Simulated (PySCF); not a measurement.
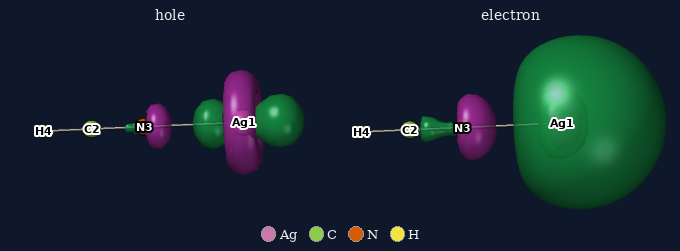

CHAgN, charge +1, SMILES `[Ag+].C#N`. Leading natural transition orbital pair of S₁ (TDA singlet states); the surfaces enclose about 78 % of each orbital's density.

Level of theory: CAM-B3LYP/def2-SVP (PySCF), at a geometry from GFN2-xTB. Core potentials replace the inner electrons of Ag; spin–orbit coupling isn't included. The pair's geometry is semi-empirical, so its contact may be too short or too long. GFN2-xTB bond lengths at metals and heavier atoms can be off by up to 0.1 Å and shapes distorted, which carries into these values. Without diffuse functions Rydberg states are missing, so the states' numbers hold for this basis only.

Geometry (Å), atoms numbered from 1:

```
Ag1     -0.6464    0.0000    0.0000
C2       2.6639   -0.0000    0.0000
N3       1.5241    0.0001    0.0000
H4       3.7313   -0.0001    0.0000
```

What kind of excitation is it, and where does it lie?

Answer. 5.01 eV (247 nm), f = 0.001 (very weak), metal-centred; the leading pair carries 100 %; hole on Ag1 (92 %) and N3 (7 %), electron on Ag1 (94 %) and N3 (5 %); their centroids lie 0.6 Å apart. In canonical orbitals it is mainly HOMO → LUMO (97 %). The HOMO–LUMO gap is 9.43 eV.
